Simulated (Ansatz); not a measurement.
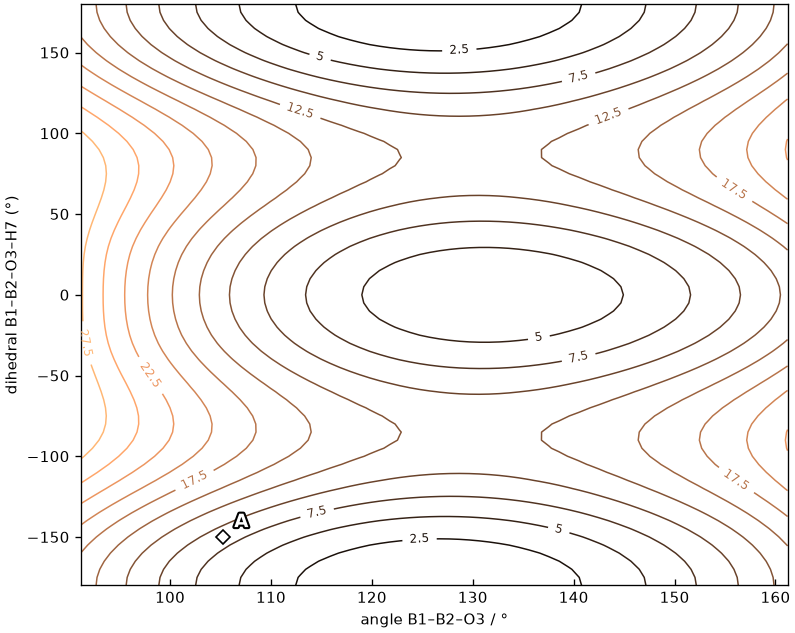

B2BrH3O, SMILES BB(O)Br. 
- Coordinates scanned: (1) angle B1–B2–O3; (2) dihedral B1–B2–O3–H7.
- Nothing is relaxed (all other coordinates rigid).
- The scan uses an 11 × 12 grid.
- Points are written as (first, second).
- Energies are in kcal/mol, from the lowest grid point.
- Computed with Ansatz 0.2.0, RHF/def2-TZVP.

Drawn: contour lines labelled in kcal/mol, the point A. Between grid points the surface is interpolated.

> Is A at rest? If not, where is it pushed?

A, at (105.2°, −150°), is not a stationary point. The computed force is 0.56 kcal/mol for each degree towards larger values of angle B1–B2–O3 and 0.17 kcal/mol for each degree towards smaller values of dihedral B1–B2–O3–H7.
